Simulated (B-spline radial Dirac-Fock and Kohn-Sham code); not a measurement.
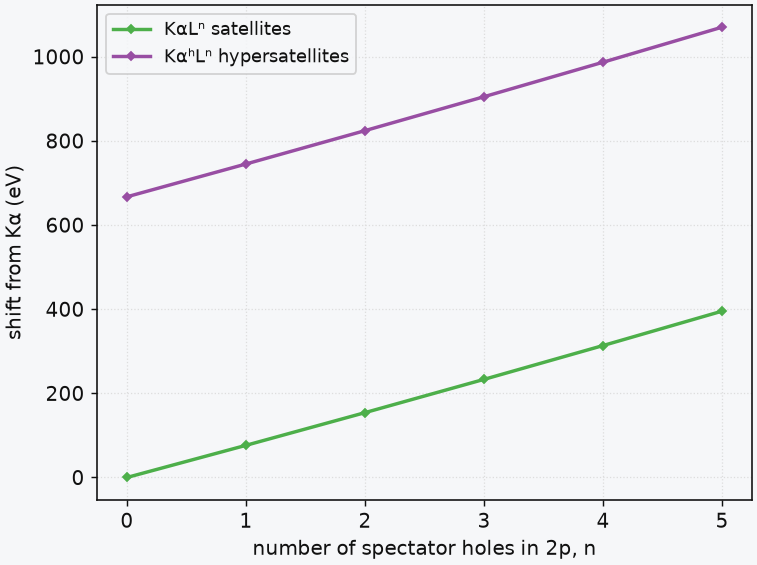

Shifts of Kα satellites and hypersatellites with the number of spectator holes in 2p, counted from the Kα line without spectators. The figure is for atomic Cs. Method: Dirac–Fock ΔSCF (average of configuration, Fermi nucleus, Breit and QED terms, no correlation) (computed with a B-spline radial atomic code).

> How far above Kα is the hypersatellite?

667 eV as an average over the ¹P and ³P final terms; Kα itself is at 30.854 keV.

> What is the shift of the ordinary satellite (one 1s hole) with 5 spectator holes?

395 eV.
